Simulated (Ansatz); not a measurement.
# C$_{4}$H$_{9}$F$_{2}$Ga (SMILES CC(C)[CH2][Ga]([F])[F]): what the fields show

Input

```
crystal:
  periodic: [false, false, false]
  atoms:
    - {symbol: C, position_ang: [-0.356928, -1.351356, -0.823984]}
    - {symbol: C, position_ang: [0.328867, -0.697607, 0.366088]}
    - {symbol: C, position_ang: [1.625406, -0.020692, -0.051904]}
    - {symbol: C, position_ang: [-0.603298, 0.274939, 1.082153]}
    - {symbol: Ga, position_ang: [-1.195956, 1.775197, -0.017237]}
    - {symbol: F, position_ang: [-2.290944, 3.020984, 0.540099]}
    - {symbol: F, position_ang: [-0.733666, 2.091855, -1.678215]}
    - {symbol: H, position_ang: [0.286785, -2.104343, -1.284387]}
    - {symbol: H, position_ang: [-1.287943, -1.842891, -0.529314]}
    - {symbol: H, position_ang: [-0.590069, -0.608065, -1.594826]}
    - {symbol: H, position_ang: [0.577957, -1.487346, 1.087473]}
    - {symbol: H, position_ang: [2.126574, 0.445171, 0.800734]}
    - {symbol: H, position_ang: [1.435210, 0.753883, -0.803305]}
    - {symbol: H, position_ang: [2.318920, -0.739124, -0.494896]}
    - {symbol: H, position_ang: [-1.512389, -0.222531, 1.434977]}
    - {symbol: H, position_ang: [-0.128516, 0.711926, 1.966544]}
basis:
  gaussian: {orbitals: def2-TZVPP}
hamiltonian: {xc: pbe0, dispersion: d4}
output: {orbitals: {seedname: orbitals}}
```

Run with:

```sh
ansatz run in.yaml --threads 4 --pin off --events-out ev --progress --plain --max-ram 11315MiB
```

Geometry: PBE0-D4/def2-TZVP.

Theory: RKS PBE0-D4/def2-TZVPP in Ansatz.

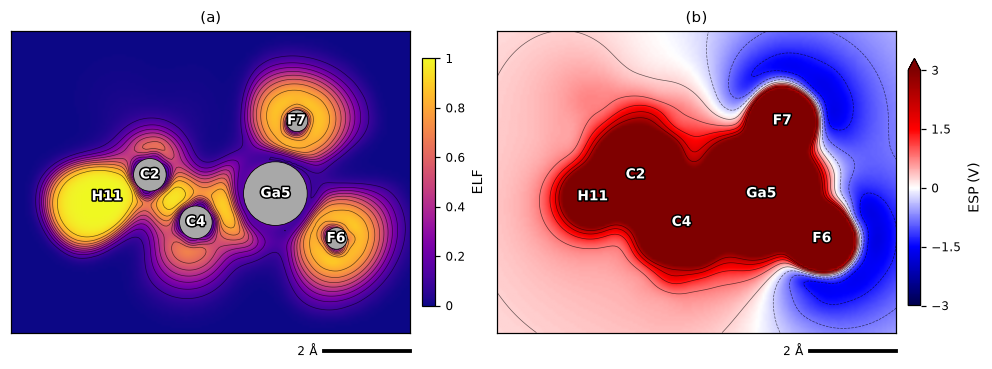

Figure 1. (a) electron localisation function; (b) electrostatic potential on the plane of atoms C4, Ga5 and F6. Grey discs cover the atomic cores in the ELF map.

**Interpret the plot.**

The plane passes through C, Ga, F and H nuclei. C–C (1.53 Å): the ELF peaks at about 0.95 between the atoms: localised, covalent bonding. Ga–F (1.75 Å): the ELF peaks at about 0.80 in the valence shell of F, 0.5 Å from its nucleus, and is about 0.20 at the midpoint. C–Ga (1.95 Å): the ELF peaks at about 0.90 in the valence shell of C, 0.7 Å from its nucleus, and is about 0.55 at the midpoint. C–H (1.10 Å): the ELF climbs to about 1 towards the hydrogen, as it does in any bond to H; an ordinary covalent bond to hydrogen. The ELF also peaks beside F6 and F7, away from the bonds: lone-pair regions. Outside the dense part of the molecule the potential is most negative (−1.7 V) near F6.

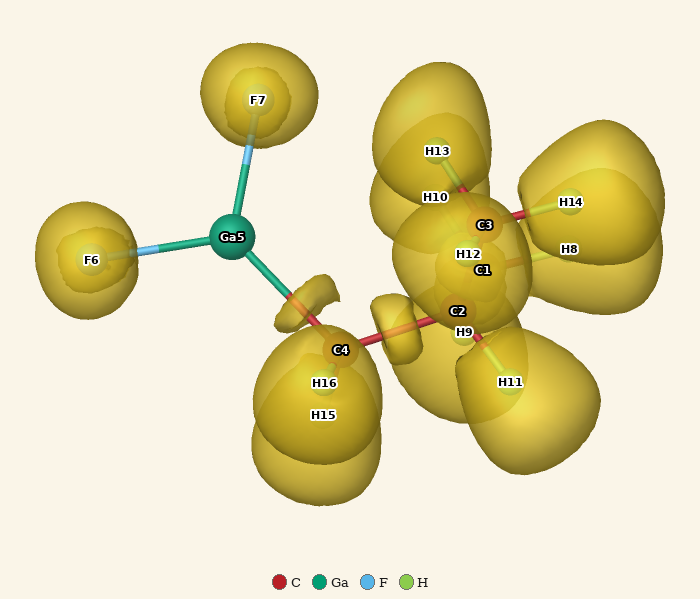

Figure 2. Isosurface of the electron localisation function at 0.8 (yellow), seen from one side. Only the valence region is drawn (cores and ρ < 0.01 e/Å³ removed).

**Where are the electrons localised?**

The ELF exceeds this value in three regions between bonded C–C atoms (shared pairs), nine regions around hydrogen nuclei, one lobe of the valence shell of C pointing towards Ga (polar bonds) and two regions wrapped around F (the valence shell of each).


C–C (1.52 Å): the ELF peaks at about 0.95 between the atoms, as expected for a covalent bond.

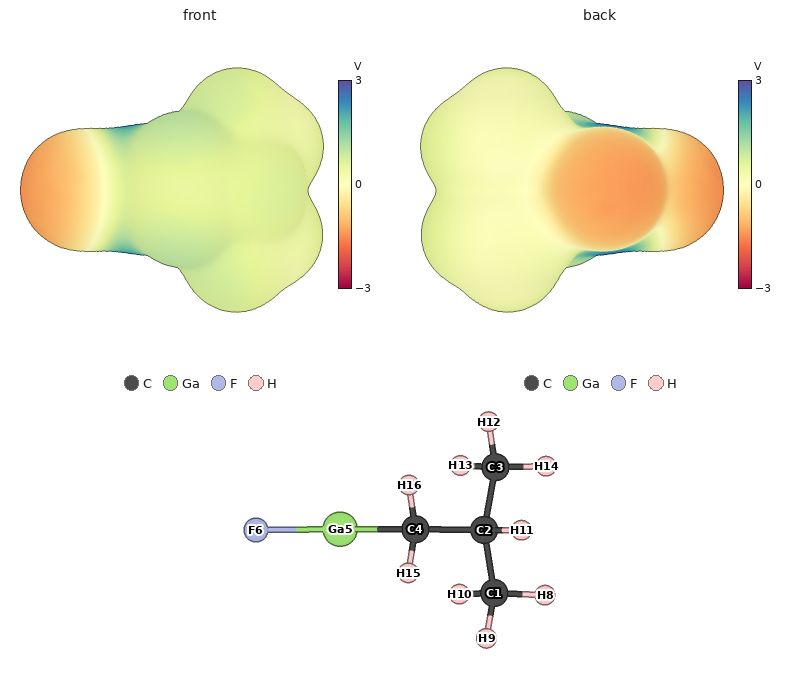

Figure 3. The electrostatic potential painted on the density surface at 0.001 e/bohr³, seen from the front and from behind; the colour scale runs from red (negative) to blue (positive). The bare structure is drawn below in the same view.

**Describe the electrostatic potential map.**

The most negative region (about −1.4 V) lies over F6 and F7, the most positive (about +2.5 V) over Ga5.
